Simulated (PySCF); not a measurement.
# H9N3Yb (Yb(NH3)32+): the cost of one run

Method: TPSS, Yb lcecp-0-SVP with ECP60, N def2-SVP, H def2-SVP; scalar-relativistic core potentials, no spin–orbit coupling; program: PySCF 2.14.0.

3 further runs of the same task are left out: 2 for a known fault of the program, 1 that didn't finish.

### 1 The system as given

13 atoms, charge 2, spin multiplicity 1.

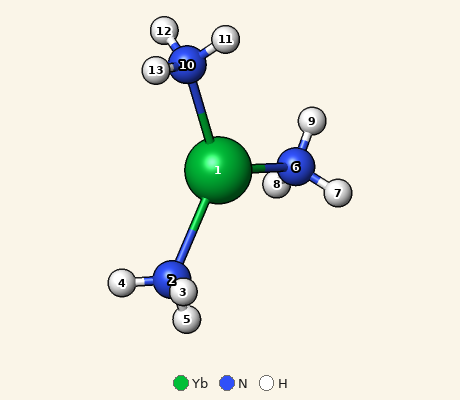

The geometry (ytterbium green, nitrogen blue, hydrogen white); atoms are numbered from 1 in the order of the file.

As a file:

```xyz
13
H9N3Yb
Yb    0.0000    0.0000    0.0000
N     2.5833    0.0001    0.0000
H     3.0204   -0.4687    0.8118
H     3.0204   -0.4687   -0.8118
H     3.0206    0.9373    0.0000
N    -1.2918    2.2371    0.0000
H    -1.1043    2.8501    0.8118
H    -1.1043    2.8501   -0.8118
H    -2.3221    2.1473    0.0000
N    -1.2915   -2.2372    0.0000
H    -1.9161   -2.3814    0.8118
H    -1.9161   -2.3814   -0.8118
H    -0.6985   -3.0846    0.0000
```

Formal oxidation states: Yb +2. Each metal's 14 4f electrons lie in its core potential, so multiplicities, spins and levels count the valence alone. An earlier session relaxed this geometry at TPSS, Yb lcecp-0-SVP with ECP60, N def2-SVP, H def2-SVP (singlet, point group C3h).

Its energy there is -202.136132 Eh.

### 2 Atoms moved at random, σ = 0.1 Å

run.py (the lines that set the calculation) reads:

```python
mol = gto.M(atom='''
Yb     0.03693    -0.14728     0.08344
N      2.60657     0.20637    -0.00454
H      3.06765    -0.61576     0.79166
H      2.97365    -0.44545    -1.04570
H      2.98941     1.01773    -0.01671
N     -1.38604     2.22400     0.03561
H     -1.13688     2.84579     0.93161
H     -0.99910     3.02373    -0.99477
H     -2.28594     1.94977     0.06138
N     -1.31107    -2.34504     0.12320
H     -1.86249    -2.41694     0.78622
H     -1.95266    -2.29222    -0.87362
H     -0.74004    -3.00470     0.12223''',
    basis={'Yb': 'lcecp-0-SVP', 'N': 'def2-SVP', 'H': 'def2-SVP'},
    ecp={'Yb': 'lcecp-0-SVP'},
    charge=2, spin=0)
mf = dft.RKS(mol, xc='TPSS')
mf.grids.atom_grid = (50, 194)  # f atoms: unpruned, at least (60, 302)
mf = mf.density_fit()  # fitting sets: Yb AutoAux, N def2-universal-JKFIT, H def2-universal-JKFIT
mf.conv_tol = 1e-08; mf.max_cycle = 55
mf.kernel(dm0)  # dm0: the density of the relaxed state
```

Run with:

```console
OMP_NUM_THREADS=2 python run.py
```

**Question.** How long does this run take on 2 threads of Arm Neoverse V1, shared host?

About 10 s.
